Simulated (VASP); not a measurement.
Band structure of Li₃Au (space group Fm-3m). Level of theory: PBEsol GGA, VASP's PBE PAW potentials (set 64) (plane waves; VASP).

Unless said otherwise, spin-orbit coupling is left out, though it shifts the bands of the heavy elements here.

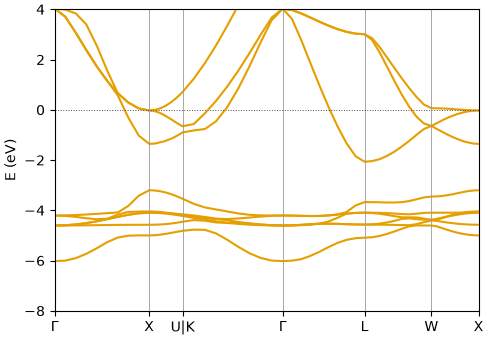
Figure: Bands along high-symmetry lines, zero at the valence-band maximum or, without a gap, the Fermi level

Q: Read the plot: is there a gap, and where are the band edges?

A: It has no gap at this level: it comes out as a metal or semimetal.

The structure comes from a computed database's Li3Au entry; how it stands against other phases isn't given here. The cell was not relaxed at this level.
